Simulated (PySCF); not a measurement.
# C6H18OSi2: NMR shifts at several levels of theory

Aim: compute the NMR shifts of C6H18OSi2 (`C[Si](C)(C)O[Si](C)(C)C`) at several levels, and see how far they spread and what each costs.

Computed with PySCF 2.14.0, with density-fitted response routines of our own, on a single molecule in the gas phase. Atoms are numbered from 0 throughout.

## (1) The molecule as given

27 atoms, charge 0, multiplicity 1; geometry from: GFN2-xTB.

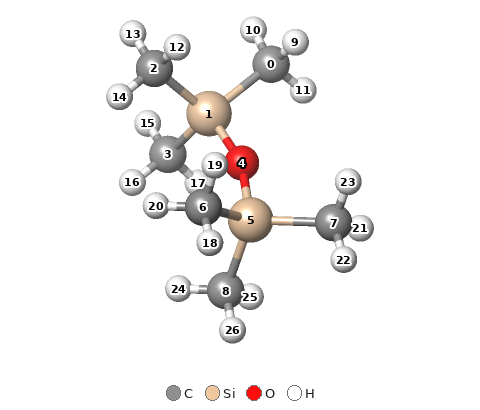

The starting geometry (carbon grey, silicon light orange, oxygen red, hydrogen white), atoms numbered.

## (2) Geometry optimisation at PBE0-D3(BJ)/def2-SVP

Job settings and geometry (Å):

```
{"job": {"xc": "PBE0", "basis": "def2-SVP", "d3": "d3bj", "grid": 1, "kind": "geom"}, "charge": 0, "multiplicity": 1}
C     -2.498890     1.594190    -0.432400
Si    -1.599900    -0.059860    -0.150590
C     -2.164670    -0.884470     1.471170
C     -1.846010    -1.242740    -1.623720
O     -0.013210     0.303010    -0.027930
Si     1.597940     0.107320     0.146340
C      1.931610    -0.779500     1.799270
C      2.348550     1.856780     0.132930
C      2.246280    -0.933550    -1.311500
H     -2.330340     2.278650     0.393240
H     -3.570340     1.450300    -0.528020
H     -2.149570     2.082570    -1.336780
H     -1.973100    -0.239690     2.323420
H     -3.226980    -1.106350     1.458430
H     -1.635880    -1.816920     1.644270
H     -2.895740    -1.463970    -1.788070
H     -1.333000    -2.185940    -1.461320
H     -1.452600    -0.812620    -2.539750
H      2.994800    -0.880540     1.992780
H      1.496140    -0.233300     2.630460
H      1.500540    -1.776200     1.804580
H      2.127690     2.371780    -0.796880
H      3.427840     1.824330     0.243140
H      1.952430     2.462210     0.942330
H      1.802170    -1.924370    -1.314850
H      2.005360    -0.466780    -2.261680
H      3.323750    -1.056720    -1.269340
```

The program printed:

```text
step   0  E = -892.83558120  max force = 0.021466
step   1  E = -892.84154927  max force = 0.003687
step   2  E = -892.84164281  max force = 0.001608
step   3  E = -892.84170819  max force = 0.001482
step   4  E = -892.84178390  max force = 0.002728
step   5  E = -892.84189274  max force = 0.003236
step   6  E = -892.84196303  max force = 0.001888
step   7  E = -892.84202810  max force = 0.001213
step   8  E = -892.84204503  max force = 0.001143
step   9  E = -892.84211559  max force = 0.001475
step  10  E = -892.84216011  max force = 0.000544
step  11  E = -892.84220046  max force = 0.000608
step  12  E = -892.84228427  max force = 0.000546
step  13  E = -892.84228666  max force = 0.000230
optimisation converged
```

Wall time 3.6 min (8 threads of Intel Xeon Platinum 8488C (Sapphire Rapids), shared host).

Step by step:

```
step  energy from step 0 (eV)  largest force component (eV/Å)
   0                   0.0000                          1.1038
   1                  -0.1624                          0.1896
   2                  -0.1649                          0.0827
   3                  -0.1667                          0.0762
   4                  -0.1688                          0.1403
   5                  -0.1717                          0.1664
   6                  -0.1737                          0.0971
   7                  -0.1754                          0.0624
   8                  -0.1759                          0.0588
   9                  -0.1778                          0.0758
  10                  -0.1790                          0.0280
  11                  -0.1801                          0.0313
  12                  -0.1824                          0.0281
  13                  -0.1825                          0.0118
```

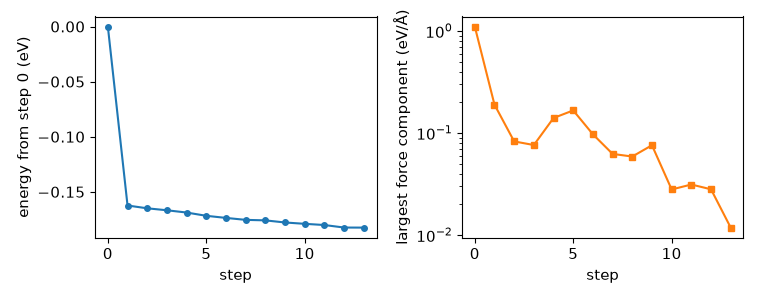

Energy and force, step by step.

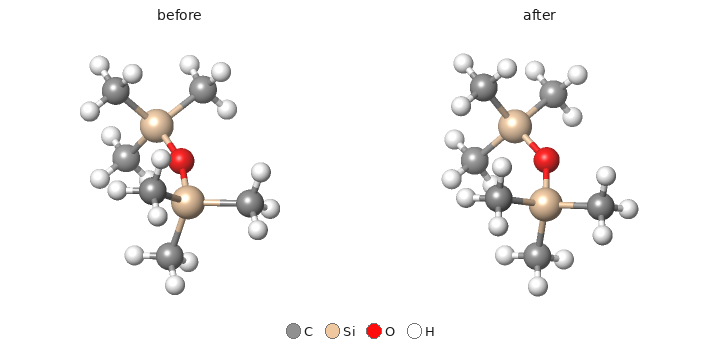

The geometry before (left) and after (right).

Distances of close pairs at the start and the end, largest changes first:

```
  bond  before (Å)  after (Å)  change (Å)
O4–Si5       1.632      1.667      +0.035
Si1–O4       1.632      1.667      +0.034
Si5–C7       1.904      1.871      -0.033
C0–Si1       1.904      1.871      -0.033
Si1–C2       1.905      1.876      -0.029
Si5–C8       1.905      1.876      -0.029
Si1–C3       1.905      1.878      -0.027
Si5–C6       1.905      1.879      -0.027
```

The final coordinates are the input of the step that follows.

| at the end point | value |
| --- | --- |
| point group (found at 0.08 Å tolerance) | C1 |
| rotational constants (GHz, main isotopes) | 1.596, 0.678, 0.674 |
| dipole moment (D) | 0.59 |

## (3) Nuclear shieldings: PBE0/pcSseg-1

Job settings and geometry (Å):

```
{"job": {"kind": "nmr", "xc": "PBE0", "basis": "pcSseg-1", "pop": false}, "charge": 0, "multiplicity": 1}
C     -2.672049     1.429831    -0.719546
Si    -1.587170     0.038634    -0.096622
C     -2.099192    -0.473533     1.633904
C     -1.665345    -1.436667    -1.256204
O     -0.024669     0.616715    -0.048807
Si     1.576121     0.170237     0.080575
C      1.760292    -1.098025     1.454052
C      2.551308     1.716993     0.475666
C      2.140360    -0.565282    -1.550823
H     -2.601363     2.303604    -0.052993
H     -3.728897     1.123682    -0.770733
H     -2.358673     1.748739    -1.725884
H     -2.009052     0.373072     2.332652
H     -3.144216    -0.822037     1.656829
H     -1.462937    -1.290237     2.009730
H     -2.695932    -1.813355    -1.356127
H     -1.042056    -2.265842    -0.884337
H     -1.304736    -1.166584    -2.261290
H      2.816773    -1.373400     1.602952
H      1.375906    -0.704187     2.408172
H      1.205296    -2.020766     1.220127
H      2.421921     2.471145    -0.316209
H      3.627297     1.499300     0.567206
H      2.211086     2.162757     1.423366
H      1.569896    -1.475544    -1.793735
H      1.996568     0.153111    -2.373211
H      3.208335    -0.834740    -1.519177
```

Method: GIAO PBE0/pcSseg-1 NMR shielding, non-relativistic, gas phase.

The program printed:

```text
coarse grid: 22016 points
cycle   1  E = -892.9074364072  dE =  3.974e-01  |g| = 9.775e-01  |ddm| = 4.474e+00
cycle   2  E = -892.7244778656  dE =  1.830e-01  |g| = 1.376e+00  |ddm| = 2.008e+00
cycle   3  E = -893.1015302745  dE = -3.771e-01  |g| = 2.293e-01  |ddm| = 1.439e+00
cycle   4  E = -893.1122168696  dE = -1.069e-02  |g| = 2.586e-02  |ddm| = 1.883e-01
cycle   5  E = -893.1123785106  dE = -1.616e-04  |g| = 4.960e-03  |ddm| = 2.564e-02
cycle   6  E = -893.1123844022  dE = -5.892e-06  |g| = 1.138e-03  |ddm| = 7.957e-03
final grid: 199008 points
cycle   7  E = -893.1726158462  dE = -4.179e-05  |g| = 1.317e-02  |ddm| = 3.542e-02
cycle   8  E = -893.1725807992  dE =  3.505e-05  |g| = 1.890e-02  |ddm| = 2.278e-02
cycle   9  E = -893.1726529851  dE = -7.219e-05  |g| = 2.376e-03  |ddm| = 1.429e-02
cycle  10  E = -893.1726541155  dE = -1.130e-06  |g| = 1.243e-04  |ddm| = 1.990e-03
cycle  11  E = -893.1726541183  dE = -2.820e-09  |g| = 4.183e-05  |ddm| = 1.856e-04
cycle  12  E = -893.1726541187  dE = -3.811e-10  |g| = 8.752e-06  |ddm| = 6.103e-05
converged SCF energy = -893.1726541187

GIAO shielding tensors (ppm)
atom      isotropic    diamagn.    paramagn.     s11        s22        s33       span
  0 C      182.650     256.776     -74.126    173.789    183.210    190.950     17.161
  1 Si     336.881     883.677    -546.797    317.938    330.473    362.232     44.294
  2 C      181.982     258.119     -76.136    173.868    182.552    189.527     15.659
  3 C      181.869     259.049     -77.180    174.349    182.827    188.431     14.081
  4 O      255.489     409.619    -154.130    231.773    266.046    268.648     36.874
  5 Si     336.994     883.662    -546.668    317.972    330.384    362.624     44.652
  6 C      181.861     259.043     -77.183    174.306    182.843    188.433     14.127
  7 C      182.645     256.750     -74.105    173.755    183.228    190.951     17.197
  8 C      181.965     258.117     -76.152    173.801    182.570    189.524     15.724
  9 H       30.997      31.931      -0.934     26.947     28.835     37.209     10.262
 10 H       31.505      29.432       2.073     27.336     28.671     38.508     11.172
 11 H       31.036      32.364      -1.328     26.840     29.121     37.149     10.309
 12 H       31.041      33.030      -1.989     27.646     28.461     37.017      9.371
 13 H       31.431      30.310       1.121     27.253     28.420     38.619     11.366
 14 H       31.119      34.903      -3.784     26.698     30.269     36.388      9.691
 15 H       31.370      30.697       0.673     27.136     28.359     38.614     11.477
 16 H       31.158      35.373      -4.215     27.400     29.957     36.116      8.715
 17 H       31.043      34.101      -3.058     27.352     29.246     36.531      9.179
 18 H       31.372      30.711       0.662     27.142     28.375     38.600     11.458
 19 H       31.044      34.098      -3.054     27.353     29.241     36.539      9.186
 20 H       31.157      35.357      -4.201     27.405     29.943     36.122      8.717
 21 H       30.998      31.929      -0.931     26.949     28.823     37.222     10.272
 22 H       31.511      29.448       2.063     27.341     28.690     38.501     11.160
 23 H       31.038      32.365      -1.327     26.845     29.118     37.151     10.307
 24 H       31.117      34.890      -3.773     26.701     30.263     36.388      9.687
 25 H       31.040      33.016      -1.976     27.644     28.444     37.031      9.387
 26 H       31.435      30.326       1.109     27.261     28.439     38.604     11.343
```

It took 41 s on 8 threads of Intel Xeon Platinum 8488C (Sapphire Rapids), shared host.

The references, computed at this level on geometries of the same kind, shield at (ppm): 1H TMS 31.27, 13C TMS 184.4, 29Si TMS 352.0, 17O H2O 334.6. Their shielding less the atom's gives the shift. The references are single molecules in the gas phase, so shifts against H2O, NH3, PH3, H3PO4 or CFCl3 are not on the usual liquid scales and can be off by tens of ppm. Atoms listed in one row are averaged.

| atoms | environment | σ (ppm) | δ (ppm) | δ scaled to CDCl3 |
| --- | --- | --- | --- | --- |
| C0, C2, C3, C6, C7, C8 | methyl carbon bonded to Si | 182.2 | 2.2 | 1.7 |
| H9, H10, H11, H12, H13 and 13 more | hydrogen on a methyl carbon bonded to Si | 31.19 | 0.08 | 0.29 |
| Si1, Si5 | silicon bonded to 3 C, O | 336.9 | 15.1 | – |
| O4 | oxygen bonded to 2 Si | 255.5 | 79.1 | – |

The scaled column applies a straight-line fit of computed shieldings to shifts measured in CDCl3 (root-mean-square error 0.21 ppm for H, 2.0 ppm for C).

## (4) NMR shieldings: PBE/pcSseg-1

The job, as its differences from that of step 3:

```diff
@@ -1,2 +1,2 @@
-{"job": {"kind": "nmr", "xc": "PBE0", "basis": "pcSseg-1", "pop": false}, "charge": 0, "multiplicity": 1}
+{"job": {"kind": "nmr", "xc": "PBE", "basis": "pcSseg-1", "pop": false}, "charge": 0, "multiplicity": 1}
 C     -2.672049     1.429831    -0.719546
```

With the program's defaults for keys left out, this is: GIAO PBE/pcSseg-1 NMR shielding, non-relativistic, gas phase.

The program printed:

```text
coarse grid: 22016 points
cycle   1  E = -892.6058236184  dE =  3.593e-01  |g| = 1.295e+00  |ddm| = 4.605e+00
cycle   2  E = -891.7168724184  dE =  8.890e-01  |g| = 2.355e+00  |ddm| = 3.790e+00
cycle   3  E = -892.9283847492  dE = -1.212e+00  |g| = 5.107e-01  |ddm| = 3.185e+00
cycle   4  E = -892.9826925857  dE = -5.431e-02  |g| = 6.098e-02  |ddm| = 4.664e-01
cycle   5  E = -892.9835017551  dE = -8.092e-04  |g| = 2.140e-02  |ddm| = 8.676e-02
cycle   6  E = -892.9836418017  dE = -1.400e-04  |g| = 5.365e-03  |ddm| = 3.540e-02
cycle   7  E = -892.9836478559  dE = -6.054e-06  |g| = 6.719e-04  |ddm| = 5.892e-03
final grid: 199008 points
cycle   8  E = -893.0654903155  dE = -2.552e-05  |g| = 2.141e-02  |ddm| = 4.945e-02
cycle   9  E = -893.0652338597  dE =  2.565e-04  |g| = 4.111e-02  |ddm| = 4.750e-02
cycle  10  E = -893.0655854084  dE = -3.515e-04  |g| = 6.092e-03  |ddm| = 3.454e-02
cycle  11  E = -893.0655929399  dE = -7.532e-06  |g| = 3.955e-04  |ddm| = 5.520e-03
cycle  12  E = -893.0655929711  dE = -3.122e-08  |g| = 8.688e-05  |ddm| = 4.919e-04
cycle  13  E = -893.0655929730  dE = -1.914e-09  |g| = 2.577e-05  |ddm| = 1.316e-04
cycle  14  E = -893.0655929731  dE = -1.460e-10  |g| = 1.125e-05  |ddm| = 3.616e-05
converged SCF energy = -893.0655929731

GIAO shielding tensors (ppm)
atom      isotropic    diamagn.    paramagn.     s11        s22        s33       span
  0 C      178.345     255.729     -77.384    169.048    178.360    187.627     18.579
  1 Si     319.274     884.856    -565.582    298.484    311.362    347.976     49.491
  2 C      177.548     257.054     -79.506    169.010    177.583    186.051     17.042
  3 C      177.404     257.992     -80.588    169.485    177.862    184.865     15.381
  4 O      242.825     408.282    -165.457    216.085    254.849    257.542     41.457
  5 Si     319.380     884.841    -565.461    298.518    311.270    348.352     49.834
  6 C      177.395     257.987     -80.592    169.438    177.880    184.867     15.428
  7 C      178.338     255.703     -77.365    169.010    178.377    187.626     18.617
  8 C      177.531     257.056     -79.525    168.938    177.603    186.052     17.113
  9 H       30.948      31.846      -0.898     27.138     28.878     36.827      9.690
 10 H       31.417      29.429       1.988     27.438     28.714     38.100     10.662
 11 H       30.985      32.273      -1.288     27.024     29.158     36.772      9.749
 12 H       30.980      32.937      -1.958     27.801     28.536     36.602      8.801
 13 H       31.340      30.286       1.055     27.346     28.473     38.201     10.855
 14 H       31.040      34.775      -3.735     26.840     30.309     35.972      9.132
 15 H       31.285      30.666       0.619     27.238     28.430     38.188     10.950
 16 H       31.062      35.247      -4.185     27.509     29.991     35.687      8.178
 17 H       30.973      33.997      -3.025     27.466     29.350     36.102      8.636
 18 H       31.288      30.679       0.609     27.243     28.446     38.175     10.932
 19 H       30.974      33.995      -3.021     27.467     29.345     36.111      8.643
 20 H       31.061      35.232      -4.171     27.514     29.977     35.693      8.179
 21 H       30.949      31.845      -0.896     27.141     28.866     36.839      9.698
 22 H       31.422      29.444       1.978     27.442     28.732     38.092     10.650
 23 H       30.986      32.274      -1.288     27.029     29.156     36.775      9.746
 24 H       31.039      34.763      -3.724     26.844     30.303     35.971      9.128
 25 H       30.978      32.924      -1.946     27.800     28.519     36.615      8.815
 26 H       31.344      30.301       1.043     27.354     28.491     38.186     10.832
```

It took 29 s on 8 threads of Intel Xeon Platinum 8488C (Sapphire Rapids), shared host.

This run: δ C0 2.3, Si1 15.3, O4 91.8, H9 0.08 ppm (means over like atoms).

## (5) Shielding tensors: wB97X-D/pcSseg-1

The job, as its differences from that of step 4:

```diff
@@ -1,2 +1,2 @@
-{"job": {"kind": "nmr", "xc": "PBE", "basis": "pcSseg-1", "pop": false}, "charge": 0, "multiplicity": 1}
+{"job": {"kind": "nmr", "xc": "wB97X-D", "basis": "pcSseg-1", "pop": false}, "charge": 0, "multiplicity": 1}
 C     -2.672049     1.429831    -0.719546
```

Method: GIAO wB97X-D/pcSseg-1 NMR shielding, non-relativistic, gas phase.

The program printed:

```text
coarse grid: 22016 points
cycle   1  E = -893.4776659975  dE =  6.061e-01  |g| = 8.582e-01  |ddm| = 4.376e+00
cycle   2  E = -893.4445891437  dE =  3.308e-02  |g| = 1.004e+00  |ddm| = 1.354e+00
cycle   3  E = -893.6226927690  dE = -1.781e-01  |g| = 1.169e-01  |ddm| = 8.056e-01
cycle   4  E = -893.6254049460  dE = -2.712e-03  |g| = 3.274e-02  |ddm| = 1.021e-01
cycle   5  E = -893.6256822218  dE = -2.773e-04  |g| = 2.012e-03  |ddm| = 3.629e-02
cycle   6  E = -893.6256840309  dE = -1.809e-06  |g| = 6.662e-04  |ddm| = 5.905e-03
final grid: 199008 points
cycle   7  E = -893.6950474419  dE = -3.005e-04  |g| = 5.266e-03  |ddm| = 4.728e-02
cycle   8  E = -893.6950537726  dE = -6.331e-06  |g| = 3.078e-03  |ddm| = 9.322e-03
cycle   9  E = -893.6950556742  dE = -1.902e-06  |g| = 7.494e-04  |ddm| = 2.493e-03
cycle  10  E = -893.6950558141  dE = -1.398e-07  |g| = 4.677e-04  |ddm| = 1.215e-03
cycle  11  E = -893.6950558512  dE = -3.710e-08  |g| = 9.245e-05  |ddm| = 4.083e-04
cycle  12  E = -893.6950558532  dE = -1.998e-09  |g| = 1.490e-05  |ddm| = 1.164e-04
cycle  13  E = -893.6950558533  dE = -1.019e-10  |g| = 3.514e-06  |ddm| = 4.403e-05
converged SCF energy = -893.6950558533

GIAO shielding tensors (ppm)
atom      isotropic    diamagn.    paramagn.     s11        s22        s33       span
  0 C      182.693     257.044     -74.351    174.047    183.523    190.509     16.462
  1 Si     338.232     883.651    -545.419    319.390    332.044    363.262     43.872
  2 C      182.044     258.434     -76.390    174.126    182.842    189.163     15.037
  3 C      181.945     259.407     -77.462    174.610    183.094    188.132     13.522
  4 O      258.576     410.557    -151.981    237.395    268.139    270.194     32.799
  5 Si     338.372     883.638    -545.266    319.458    331.976    363.682     44.224
  6 C      181.942     259.398     -77.457    174.577    183.109    188.140     13.563
  7 C      182.693     257.016     -74.323    174.016    183.552    190.511     16.495
  8 C      182.027     258.425     -76.397    174.060    182.871    189.151     15.091
  9 H       31.104      32.121      -1.016     27.046     28.966     37.301     10.255
 10 H       31.620      29.411       2.209     27.474     28.785     38.601     11.127
 11 H       31.146      32.580      -1.434     26.944     29.255     37.238     10.295
 12 H       31.150      33.230      -2.080     27.749     28.583     37.119      9.371
 13 H       31.542      30.295       1.248     27.387     28.533     38.707     11.320
 14 H       31.234      35.246      -4.012     26.820     30.395     36.487      9.667
 15 H       31.477      30.692       0.785     27.268     28.464     38.699     11.432
 16 H       31.276      35.712      -4.435     27.525     30.088     36.216      8.691
 17 H       31.155      34.356      -3.201     27.466     29.362     36.636      9.170
 18 H       31.480      30.705       0.775     27.275     28.482     38.685     11.411
 19 H       31.156      34.353      -3.197     27.466     29.357     36.644      9.178
 20 H       31.275      35.692      -4.417     27.529     30.072     36.224      8.695
 21 H       31.105      32.116      -1.011     27.047     28.953     37.315     10.268
 22 H       31.627      29.429       2.198     27.481     28.805     38.594     11.114
 23 H       31.147      32.577      -1.430     26.948     29.251     37.241     10.292
 24 H       31.233      35.233      -4.000     26.823     30.389     36.487      9.664
 25 H       31.149      33.211      -2.062     27.746     28.566     37.134      9.388
 26 H       31.546      30.310       1.236     27.395     28.552     38.691     11.296
```

Run time: 58 s. Hardware: 8 threads of Intel Xeon Platinum 8488C (Sapphire Rapids), shared host.

This run: δ C0 2.3, Si1 14.6, O4 74.6, H9 0.08 ppm (means over like atoms).

[end of part 1 of 2]
